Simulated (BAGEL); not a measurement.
# GeO (SMILES [O]=[Ge]) at NEVPT2(10,8)/cc-pVTZ (density fitting with cc-pvqz-jkfit)

Aim: the vertical ionisation energy of GeO at NEVPT2(10,8)/cc-pVTZ (density fitting with cc-pvqz-jkfit), from 2 runs. 

Program for the calculation: BAGEL 1.2.2.

11 further runs of the same task are left out: 7 that didn't finish, 4 set aside as unsound or not needed.

## Step 1: The molecule

GeO: 2 atoms, total charge 0, spin state singlet. As SMILES, `[O]=[Ge]`. The shape is that of a PBE0-D4/def2-TZVP optimisation.

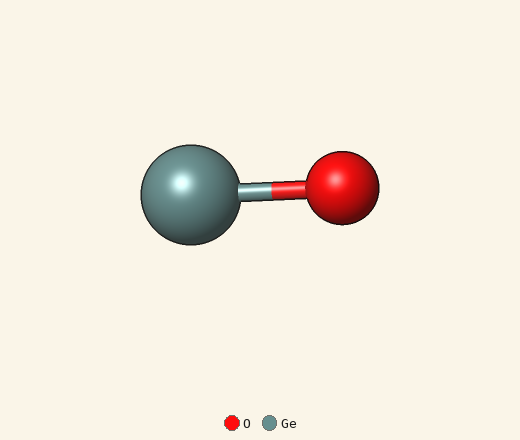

Viewed from a chosen angle; oxygen red, germanium teal.

## Step 2: A single-point energy at NEVPT2(10,8)/cc-pVTZ (density fitting with cc-pvqz-jkfit)

The input, job.json:

```json
{ "bagel" : [

{
  "title" : "molecule",
  "basis" : "cc-pvtz.json",
  "df_basis" : "cc-pvqz-jkfit",
  "angstrom" : true,
  "geometry" : [
    { "atom" : "O", "xyz" : [       0.000000,       0.000000,      -0.023040 ] },
    { "atom" : "Ge", "xyz" : [       0.000000,       0.000000,       1.599530 ] }
  ]
},

{
  "title" : "hf",
  "charge" : 0
},

{
  "title" : "nevpt2",
  "nstate" : 1,
  "nact" : 8,
  "nclosed" : 15,
  "charge" : 0,
  "maxiter" : 200,
  "natocc" : true,
  "ncore" : 10
},

{
  "title" : "print",
  "file" : "orbitals.molden",
  "orbitals" : true
}

]}
```

The basis set cc-pVTZ is read from a file made from the Basis Set Exchange's data (not shown).

Started as:

```bash
$ BAGEL_NUM_THREADS=1 BAGEL job.json > job.out
```

Standard output:

```text
* using 1 threads per process

  ===============================================================
  ===============================================================

  *** Geometry ***

  { "atom" : "O", "xyz" : [      0.000000,      0.000000,     -0.043539 ] },
  { "atom" : "Ge", "xyz" : [      0.000000,      0.000000,      3.022674 ] },

  Number of auxiliary basis functions:      324

  Since a DF basis is specified, we compute 2- and 3-index integrals:
    o Being stored without compression. Storage requirement is 0.014 GB

  Number of basis functions:       73
  Number of electrons      :       40

    * METHOD: MOLECULE                             0.12

  *** RHF ***

  === Nuclear Repulsion ===
    83.4906142302

      * DIIS with orbital gradients will be used.

  === RHF iteration (cc-pvtz.json) ===
      0      -2149.94369167          0.03261022           0.03
      1      -2149.39894707          0.06781875           0.03
      2      -2150.27814228          0.00548452           0.03
      3      -2150.28711867          0.00068061           0.03
      4      -2150.28738225          0.00024893           0.03
      5      -2150.28740317          0.00009063           0.03
      6      -2150.28740683          0.00002940           0.03
      7      -2150.28740746          0.00000632           0.03
      8      -2150.28740749          0.00000163           0.03
      9      -2150.28740750          0.00000059           0.03
     10      -2150.28740750          0.00000021           0.03
     11      -2150.28740750          0.00000004           0.03
     12      -2150.28740750          0.00000001           0.03
    * SCF iteration converged.

    * Permanent dipole moment:
           (   -0.000000,     0.000000,    -1.585560) a.u.

    * METHOD: HF                                   0.54

    * freezing 10 orbitals
  ---------------------------
      CASSCF calculation
  ---------------------------

    * nstate   :      1
    * nclosed  :     15
    * nact     :      8
    * nvirt    :     50
  === CASSCF iteration (cc-pvtz.json) ===

    * Using the second-order algorithm

      0  0     -2150.32640023     6.43e-03      0.05

      1  0     -2150.39364339     4.36e-03      0.22

      2  0     -2150.41563153     1.49e-03      0.22

      3  0     -2150.41897028     4.80e-04      0.23

      4  0     -2150.41958506     3.15e-04      0.22

      5  0     -2150.41973024     2.16e-04      0.23

      6  0     -2150.41976846     1.32e-04      0.24

      7  0     -2150.41977895     7.52e-05      0.24

      8  0     -2150.41978187     4.15e-05      0.24

      9  0     -2150.41978269     2.25e-05      0.24

     10  0     -2150.41978292     1.20e-05      0.24

     11  0     -2150.41978298     6.42e-06      0.24

     12  0     -2150.41978300     3.42e-06      0.24

     13  0     -2150.41978300     1.81e-06      0.24

     14  0     -2150.41978301     9.62e-07      0.24

     15  0     -2150.41978301     5.10e-07      0.24

     16  0     -2150.41978301     2.70e-07      0.23

     17  0     -2150.41978301     1.43e-07      0.23

     18  0     -2150.41978301     7.59e-08      0.22

     19  0     -2150.41978301     4.02e-08      0.22

     20  0     -2150.41978301     2.13e-08      0.20

     21  0     -2150.41978301     1.13e-08      0.20

     22  0     -2150.41978301     5.98e-09      0.19

    * Second-order optimization converged. *

     guess   0:   closed 11111...             open ........

  === FCI iteration ===

      0  0     -2150.28161513     9.65e-03      0.00
      1  0     -2150.40309827     3.86e-03      0.00
      2  0     -2150.41723882     1.46e-03      0.00
      3  0     -2150.41948370     4.69e-04      0.00
      4  0     -2150.41975375     1.56e-04      0.00
      5  0     -2150.41978157     3.45e-05      0.00
      6  0     -2150.41978290     9.22e-06      0.00
      7  0     -2150.41978299     2.93e-06      0.00
      8  0     -2150.41978300     8.65e-07      0.00
      9  0     -2150.41978301     2.81e-07      0.00
     10  0     -2150.41978301     8.46e-08      0.00
     11  0     -2150.41978301     2.28e-08      0.00
     12  0     -2150.41978301     7.00e-09      0.00
     13  0     -2150.41978301     1.67e-09      0.00
     14  0     -2150.41978301     3.51e-10      0.00
     15  0 *   -2150.41978301     8.57e-11      0.00

     * ci vector, state   0, <S^2> = 0.0000
       22222...    -0.9645285226
       2222.2..     0.1061241426
       222.2.2.     0.1061241426
       222abab.     0.0722287704
       222baba.     0.0722287704
       22.22..2     0.0661203946
       22b2ab.a    -0.0551449589
       22a2ba.b    -0.0551449589
       22ab2.ab    -0.0551449589
       22ba2.ba    -0.0551449589

  === DF-NEVPT2 calculation ===

    * 3-index integral transformation done
    * assembly done

      NEVPT2 correlation energy:   -0.2523560700      0.09

          (+0)     -0.0473007218
          (+0)'    -0.0053439295
          (+1)     -0.0017484466
          (+1)'    -0.0003715530
          (+2)     -0.0001148064
          (-1)     -0.0180639622
          (-1)'    -0.0679547369
          (-2)     -0.1114579136

      NEVPT2 total energy:       -2150.6721390756

    * METHOD: NEVPT2                              11.25

    * METHOD: PRINT                                0.01

  ===============================================================
```

It took 12 s on 1 thread of Arm Neoverse V2, shared host; peak memory 0.53 GiB.

## Step 3: The doublet cation at the same level

The input, input.json:

```json
{ "bagel": [

{
  "title": "molecule",
  "basis": "cc-pvtz.json",
  "df_basis": "cc-pvqz-jkfit",
  "angstrom": true,
  "geometry": [
    { "atom": "O", "xyz": [    0.000000,    0.000000,   -0.023040 ] },
    { "atom": "Ge", "xyz": [    0.000000,    0.000000,    1.599530 ] }
  ]
},
{
  "title": "hf",
  "charge": 2
},
{
  "title": "casscf",
  "nstate": 1,
  "nact": 8,
  "nclosed": 15,
  "charge": 1,
  "nspin": 1,
  "maxiter": 200,
  "natocc": true
},
{
  "title": "nevpt2",
  "nstate": 1,
  "nact": 8,
  "nclosed": 15,
  "charge": 1,
  "nspin": 1,
  "maxiter": 200,
  "natocc": true,
  "ncore": 10
},
{
  "title": "print",
  "file": "orbitals.molden",
  "orbitals": true
}

]}
```

The basis set cc-pVTZ is read from a file made from the Basis Set Exchange's data (not shown).

Started as:

```bash
$ BAGEL_NUM_THREADS=1 BAGEL input.json > input.out
```

Standard output:

```text
* using 1 threads per process

  ===============================================================
  ===============================================================

  *** Geometry ***

  { "atom" : "O", "xyz" : [      0.000000,      0.000000,     -0.043539 ] },
  { "atom" : "Ge", "xyz" : [      0.000000,      0.000000,      3.022674 ] },

  Number of auxiliary basis functions:      324

  Since a DF basis is specified, we compute 2- and 3-index integrals:
    o Being stored without compression. Storage requirement is 0.014 GB

  Number of basis functions:       73
  Number of electrons      :       40

    * METHOD: MOLECULE                             0.12

  *** RHF ***

  === Nuclear Repulsion ===
    83.4906142302

      * DIIS with orbital gradients will be used.

  === RHF iteration (cc-pvtz.json) ===
      0      -2148.85249180          0.03335493           0.03
      1      -2148.23393518          0.07246974           0.03
      2      -2149.14464012          0.00713369           0.03
      3      -2149.16201204          0.00278562           0.03
      4      -2149.16852042          0.00123533           0.03
      5      -2149.17030705          0.00040092           0.03
      6      -2149.17036773          0.00013638           0.03
      7      -2149.17038010          0.00001754           0.03
      8      -2149.17038018          0.00000478           0.03
      9      -2149.17038019          0.00000166           0.03
     10      -2149.17038019          0.00000038           0.03
     11      -2149.17038019          0.00000008           0.03
     12      -2149.17038019          0.00000005           0.03
     13      -2149.17038019          0.00000002           0.03
     14      -2149.17038019          0.00000000           0.03
    * SCF iteration converged.

    * Permanent dipole moment:
           (   -0.000000,     0.000000,    -1.335148) a.u.

    * METHOD: HF                                   0.58

  ---------------------------
      CASSCF calculation
  ---------------------------

    * nstate   :      1
    * nclosed  :     15
    * nact     :      8
    * nvirt    :     50
  === CASSCF iteration (cc-pvtz.json) ===

    * Using the second-order algorithm

      0  0     -2149.95313970     1.72e-02      0.05

      1  0     -2150.00009799     3.21e-03      0.25

      2  0     -2150.01914429     2.24e-03      0.22

      3  0     -2150.02663632     1.04e-03      0.23

      4  0     -2150.02936692     3.67e-04      0.23

[... 35 lines of this table left out ...]

     23  0     -2150.03006380     1.12e-08      0.20

     24  0     -2150.03006380     6.69e-09      0.18

    * Second-order optimization converged. *

     guess   0:   closed 1111....             open ....1...

  === FCI iteration ===

      0  0     -2149.94784719     6.48e-03      0.00
      1  0     -2150.02201654     2.27e-03      0.00
      2  0     -2150.02899241     7.87e-04      0.00
      3  0     -2150.02996859     2.08e-04      0.00
      4  0     -2150.03004866     7.12e-05      0.00
      5  0     -2150.03006051     3.12e-05      0.00
      6  0     -2150.03006315     1.65e-05      0.00
      7  0     -2150.03006370     6.80e-06      0.00
      8  0     -2150.03006378     2.95e-06      0.00
      9  0     -2150.03006380     1.26e-06      0.00
[... 5 lines of this table left out ...]
     15  0     -2150.03006380     1.84e-09      0.00
     16  0     -2150.03006380     9.18e-10      0.00
     17  0     -2150.03006380     3.46e-10      0.00
     18  0 *   -2150.03006380     9.32e-11      0.00

     * ci vector, state   0, <S^2> = 0.7500
       2222a...     0.9731756310
       222.a2..     0.1300728903
       22.2a.2.     0.0867442673
       2.22a..2     0.0570211118

    * METHOD: CASSCF                               5.65

    * freezing 10 orbitals

  === DF-NEVPT2 calculation ===

    * 3-index integral transformation done
    * assembly done

      NEVPT2 correlation energy:   -0.2338170790      0.09

          (+0)     -0.0453955633
          (+0)'    -0.0062604756
          (+1)     -0.0028026806
          (+1)'    -0.0006354405
          (+2)     -0.0002430654
          (-1)     -0.0148875026
          (-1)'    -0.0714460337
          (-2)     -0.0921463174

      NEVPT2 total energy:       -2150.2638808814

    * METHOD: NEVPT2                               6.49

    * METHOD: PRINT                                0.01

  ===============================================================
```

It took 13 s on 1 thread of Arm Neoverse V2, shared host; peak memory 0.54 GiB.

## Step 4: What came out

At NEVPT2(10,8)/cc-pVTZ (density fitting with cc-pvqz-jkfit), 10 core orbitals frozen:

```
                                          quantity           value
                         singlet GeO: total energy  -2150.67214 Eh
                      doublet cation: total energy  -2150.26388 Eh
vertical ionisation energy (to the doublet cation)       11.109 eV
```

In words: The vertical ionisation energy comes to 11.11 eV (256 kcal/mol).
